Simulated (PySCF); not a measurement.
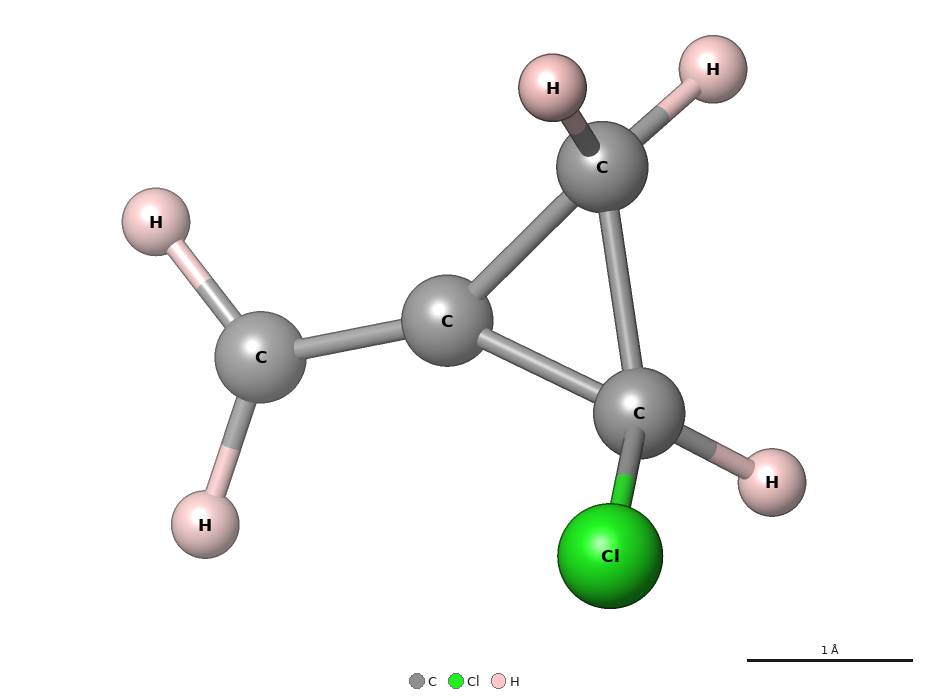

Atoms fade into the background with distance from the viewer. The computed structure is the end point of a PBE0-D3(BJ)/def2-SVP optimisation. No frequency run is at hand to confirm it as a minimum. Masses are those of the most abundant isotopes; constants are for the rigid equilibrium geometry.

**Classify the rotor and give the rotational constants (GHz).**

An asymmetric top (C1): A = 8.37, B = 2.68, C = 2.21 GHz. Ray's parameter κ is −0.85, nearer the prolate limit.
